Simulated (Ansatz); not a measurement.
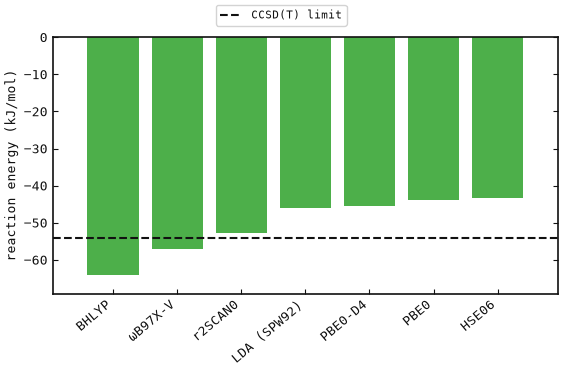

Electronic reaction energy of SiH₄SeS (S[SiH2][SeH]) + SiH₄O (O[SiH3]) → Si₂H₆SO ([SiH3]O[SiH2]S) + H₂Se ([SeH2]) (SMILES in brackets) at several levels (functionals in def2-TZVPP unless a basis is named), isolated molecules at PBE0-D4 triple-zeta geometries, minima by their frequencies, no zero-point or thermal terms, the Ansatz code. The line is frozen-core CCSD(T) at the basis limit (MP2 extrapolated from triple and quadruple zeta, plus CCSD(T) less MP2 in a smaller set). No dispersion term is added to BHLYP, r2SCAN0, PBE0 and HSE06. The limit lies 4.6 kJ/mol from CCSD(T)/def2-TZVPP, so the line itself is uncertain by a part of that.

What do zero-point energy and temperature add?

Zero-point change −7.0 kJ/mol; at 298.15 K and 1 bar the CCSD(T) limit plus thermal terms gives an enthalpy of reaction of −59.8 and a free energy of −58.8 kJ/mol (harmonic PBE0-D4 modes, ideal gas).

Which level comes closest to the line (CCSD(T) limit), and which misses most?

Closest r2SCAN0 (−52.9 kJ/mol), against −54.2 kJ/mol; farthest HSE06 (−43.4 kJ/mol).

Note: no scalar relativity up to krypton; outer-core shells are correlated without core-valence functions, which makes the correlated values less sure; one conformer of each flexible molecule.
